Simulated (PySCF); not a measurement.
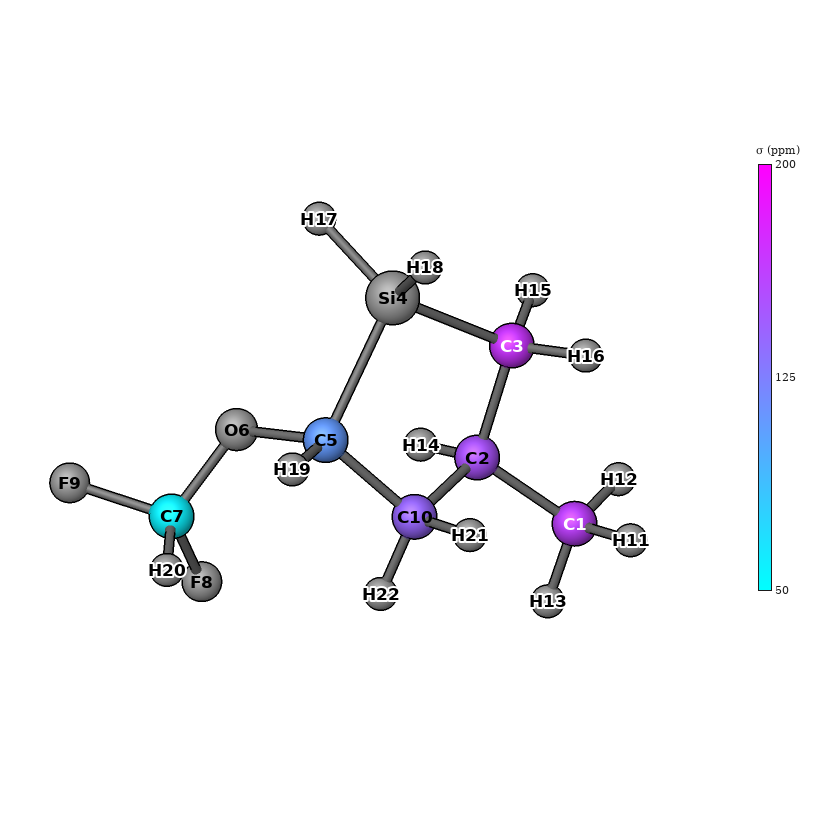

Atoms are coloured by their isotropic NMR shieldings (C only, the others grey). Computed geometry: GFN2-xTB optimisation. No frequency run is at hand to confirm it as a minimum. Method: GIAO PBE0/pcSseg-1 NMR shielding, non-relativistic, gas phase (PySCF 2.14.0).

Which C atom is the most shielded (lowest chemical shift)?

C3 (168.5 ppm).

Which C atom is the least shielded (highest chemical shift)?

C7 (57.8 ppm).

How wide is the range of C shifts?

110.7 ppm.

Give the isotropic NMR shieldings of the C atoms atom by atom.

```json
{"atom": "C1", "σ (ppm)": "162.0"}
{"atom": "C2", "σ (ppm)": "151.2"}
{"atom": "C3", "σ (ppm)": "168.5"}
{"atom": "C5", "σ (ppm)": "109.1"}
{"atom": "C7", "σ (ppm)": "57.8"}
{"atom": "C10", "σ (ppm)": "139.5"}
```

The geometry is semi-empirical. Around Si such bond lengths and angles can be off by a tenth of an ångström or more and by several degrees, and values that hang on the shape move with them.
